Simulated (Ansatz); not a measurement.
**AlHClO (SMILES [O][AlH][Cl]): levels of theory compared**

Wanted: a comparison of 6 runs (UHF/STO-3G, U-r2SCAN/STO-3G, U-wB97X/STO-3G, UB2PLYP/STO-3G, UPBE/STO-3G, RPA@PBE/STO-3G) of AlHClO. 

Program for the calculation: Ansatz 0.2.0.

60 further runs of the same task are left out: 7 that didn't finish, 53 set aside as unsound or not needed.

## Step 1: The system as given

AlHClO: 4 atoms, total charge 0, spin state doublet. As SMILES, `[O][AlH][Cl]`. The Cl3–Al2 distance was set to 3.122 Å, away from the relaxed value.

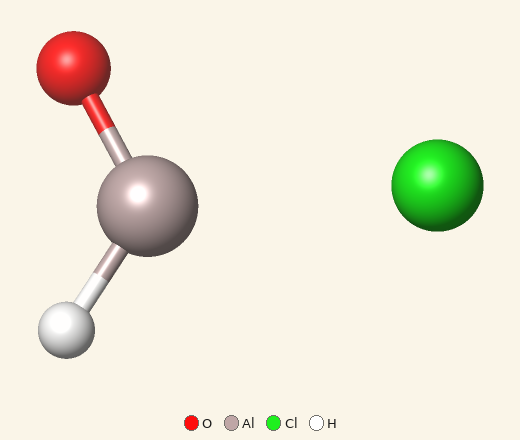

The structure, seen from a chosen angle (oxygen red, aluminium light grey, chlorine green, hydrogen white).

## Step 2: A single-point energy at UHF/STO-3G (run 1)

Contents of run.yaml:

```yaml
crystal:
  periodic: [false, false, false]
  atoms:
    - symbol: O
      position_ang: [1.136390, -0.906102, 1.942793]
    - symbol: Al
      position_ang: [0.964190, 0.178798, 0.607793]
    - symbol: Cl
      position_ang: [-1.573200, -0.210600, -1.168800]
    - symbol: H
      position_ang: [2.065490, 1.267098, 0.374393]
basis:
  gaussian: {orbitals: STO-3G}
magnetization: {spin_polarized: true, initial_magnetization: 1}
hamiltonian: {xc: hf}
accuracy: high
```

Started as:

```sh
$ ansatz run run.yaml --threads 1 --pin off --max-ram 2610MiB --events-out events.jsonl --progress --plain --runs-dir runs
```

Output:

```text
Warning: RAYON_NUM_THREADS=1 ignored (pool sized by the plan → 1); use --threads N
Functional definition: HF
  name "HF"
  exchange = exact_x
  correlation = 0
401 factors; integrals over basis functions are off by at most 2.4e-8 eV
mean field evaluation 1: about -20893.4952 eV, gradient 1.6e1 eV
mean field evaluation 2: about -20893.5055 eV, gradient 1.6e1 eV
mean field evaluation 4: about -20896.9692 eV, gradient 1.5e0 eV
mean field evaluation 8: about -20897.0647 eV, gradient 1.9e-1 eV
mean field evaluation 16: about -20897.0260 eV, gradient 2.0e0 eV
mean field evaluation 32: about -20897.0005 eV, gradient 3.7e-1 eV
mean field evaluation 64: about -20896.8311 eV, gradient 1.7e0 eV
mean field evaluation 96: about -20897.1127 eV, gradient 6.4e-1 eV
mean field evaluation 128: about -20896.4134 eV, gradient 4.2e0 eV
mean field evaluation 160: about -20895.1840 eV, gradient 4.7e-1 eV
mean field evaluation 192: about -20893.8456 eV, gradient 2.2e0 eV
mean field evaluation 224: about -20895.8312 eV, gradient 1.8e-1 eV
mean field evaluation 256: about -20897.0560 eV, gradient 1.9e-1 eV
mean field evaluation 288: about -20892.4067 eV, gradient 1.2e1 eV
mean field evaluation 320: about -20896.5560 eV, gradient 4.5e0 eV
mean field -20897.15803326 eV, -767.9563931199 hartree, gradient 1.4e-8 eV, S^2 1.058956; 11 other end points of the search recorded, 0 dependent functions left out
reference -20897.15803326 eV, -767.9563931199 hartree; 20, 19 occupied and 4, 5 virtual orbitals, 401 factors
Total energy: -20897.15803326 eV, -767.9563931199 hartree
```

It took 1.1 s on 1 thread of Arm Neoverse V1, shared host.

## Step 3: The energy at U-r2SCAN/STO-3G (run 2)

Contents of input.yaml:

```yaml
crystal:
  periodic: [false, false, false]
  atoms:
    - {symbol: O, position_ang: [1.136390, -0.906102, 1.942793]}
    - {symbol: Al, position_ang: [0.964190, 0.178798, 0.607793]}
    - {symbol: Cl, position_ang: [-1.573200, -0.210600, -1.168800]}
    - {symbol: H, position_ang: [2.065490, 1.267098, 0.374393]}
basis:
  gaussian:
    orbitals: STO-3G
magnetization:
  spin_polarized: true
  initial_magnetization: 1
hamiltonian:
  xc: {name: r2SCAN}
accuracy: high
```

Started as:

```sh
$ ansatz run input.yaml --threads 1 --pin off --max-ram 2610MiB --events-out events.jsonl --progress --plain --runs-dir runs
```

Output:

```text
Warning: RAYON_NUM_THREADS=1 ignored (pool sized by the plan → 1); use --threads N
Functional definition: r2SCAN
  name "r2SCAN"
  parameter k0 = 0.174
  parameter k1 = 0.065
  parameter a1 = 4.9479
  exchange = r2scan_x(k0 = k0, k1 = k1, a1 = a1)
  correlation = r2scan_c
401 factors; integrals over basis functions are off by at most 2.4e-8 eV
mean field evaluation 1: about -20930.0864 eV, gradient 1.9e1 eV
mean field evaluation 2: about -20795.8375 eV, gradient 7.9e1 eV
mean field evaluation 4: about -20933.9078 eV, gradient 8.0e0 eV
mean field evaluation 8: about -20934.6573 eV, gradient 1.9e-1 eV
mean field evaluation 16: about -20934.6601 eV, gradient 6.7e-4 eV
mean field evaluation 32: about -20929.1647 eV, gradient 1.7e1 eV
mean field evaluation 64: about -20933.2351 eV, gradient 3.1e0 eV
mean field -20934.66013823 eV, -769.3345700578 hartree, gradient 5.7e-8 eV, S^2 0.798036; 9 other end points of the search recorded, 0 dependent functions left out
reference -20934.66013891 eV, -769.3345700826 hartree; 20, 19 occupied and 4, 5 virtual orbitals, 401 factors
Total energy: -20934.66013891 eV, -769.3345700826 hartree
```

Wall time 11 s (1 thread of Arm Neoverse V1, shared host); peak memory 0.24 GiB.

Runs 3 to 4 aren't shown in full; the table further down has their settings and results.

## Step 4: The energy at UPBE/STO-3G (run 5)

Contents of molecule.yaml:

```yaml
crystal:
  periodic: [false, false, false]
  atoms:
    - {symbol: O, position_ang: [1.136390, -0.906102, 1.942793]}
    - {symbol: Al, position_ang: [0.964190, 0.178798, 0.607793]}
    - {symbol: Cl, position_ang: [-1.573200, -0.210600, -1.168800]}
    - {symbol: H, position_ang: [2.065490, 1.267098, 0.374393]}
basis:
  gaussian: {orbitals: STO-3G}
total_charge: 0
magnetization: {spin_polarized: true, initial_magnetization: 1}
hamiltonian: {xc: {name: PBE}}
accuracy: high
```

Started as:

```sh
$ ansatz run molecule.yaml --threads 1 --pin off --max-ram 2610MiB --events-out events.jsonl --progress --plain --runs-dir runs
```

Output, cut to the lines that bear on the results:

```text
Warning: RAYON_NUM_THREADS=1 ignored (pool sized by the plan → 1); use --threads N
Functional definition: PBE
  name "PBE"
[...]
401 factors; integrals over basis functions are off by at most 2.4e-8 eV
[...]
mean field -20924.56379851 eV, -768.9635364163 hartree, gradient 2.0e-8 eV, S^2 0.775255; 11 other end points of the search recorded, 0 dependent functions left out
reference -20924.56380026 eV, -768.9635364809 hartree; 20, 19 occupied and 4, 5 virtual orbitals, 401 factors
Total energy: -20924.56380026 eV, -768.9635364809 hartree
```

Run time: 7.2 s. Hardware: 1 thread of Arm Neoverse V1, shared host; peak memory 0.14 GiB.

## Step 5: A single-point energy at RPA@PBE/STO-3G (run 6)

Contents of in.yaml:

```yaml
crystal:
  periodic: [false, false, false]
  atoms:
    - {symbol: O, position_ang: [1.136390, -0.906102, 1.942793]}
    - {symbol: Al, position_ang: [0.964190, 0.178798, 0.607793]}
    - {symbol: Cl, position_ang: [-1.573200, -0.210600, -1.168800]}
    - {symbol: H, position_ang: [2.065490, 1.267098, 0.374393]}
basis:
  gaussian: {orbitals: STO-3G}
magnetization: {spin_polarized: true, initial_magnetization: 1}
hamiltonian: {xc: pbe}
correlation: {method: rpa, frozen_orbitals: {Al: 5, Cl: 5, H: 0, O: 1}}
accuracy: high
```

Started as:

```sh
$ ansatz run in.yaml --threads 1 --pin off --max-ram 2610MiB --events-out events.jsonl --progress --plain --runs-dir runs
```

Output, cut to the lines that bear on the results:

```text
Warning: RAYON_NUM_THREADS=1 ignored (pool sized by the plan → 1); use --threads N
[... 2 set-up lines as earlier in the session ...]
[...]
401 factors; integrals over basis functions are off by at most 2.4e-8 eV
[...]
mean field -20924.56379851 eV, -768.9635364163 hartree, gradient 9.1e-9 eV, S^2 0.775255; 13 other end points of the search recorded, 0 dependent functions left out
11 core orbitals not correlated: weight in the atoms' cores, before any rotation towards them, 0.999 or more for the frozen orbitals, at most 0.000 for the correlated occupied ones
reference -20895.18828011 eV, -767.8840060267 hartree; 9, 8 occupied and 4, 5 virtual orbitals, 401 factors
Total energy: -20901.41816815 eV, -768.1129501894 hartree
```

Wall time 11 s (1 thread of Arm Neoverse V1, shared host); peak memory 0.14 GiB.

## Step 6: All runs side by side

```
run            level  frozen core orbitals  energy (Eh)   ⟨S²⟩  wall time
  1       UHF/STO-3G                     –  -767.956393  1.059      1.1 s
  2  U-r2SCAN/STO-3G                     –  -769.334570  0.798       11 s
  3   U-wB97X/STO-3G                     –  -769.359280  0.833       18 s
  4   UB2PLYP/STO-3G                    11  -768.993833  0.894      3.9 s
  5      UPBE/STO-3G                     –  -768.963536  0.775      7.2 s
  6   RPA@PBE/STO-3G                    11  -768.112950  0.775       11 s
```

## Step 7: What came out

| quantity | value |
| --- | --- |
| run 6: total energy | -768.11295 Eh |
| run 6: RPA correlation energy (valence) | -228.9 mEh |
| run 6: ⟨S²⟩ of the reference determinant | 0.775 |

What this shows: Totals of different functionals can't be ranked against each other. In runs 1, 2, 3, 4, 5, 6 the basis is minimal, so the values are rough. Spin contamination of the reference: run 1 ⟨S²⟩ = 1.06, run 4 ⟨S²⟩ = 0.89. All runs together took 53 s, the longest 18 s.
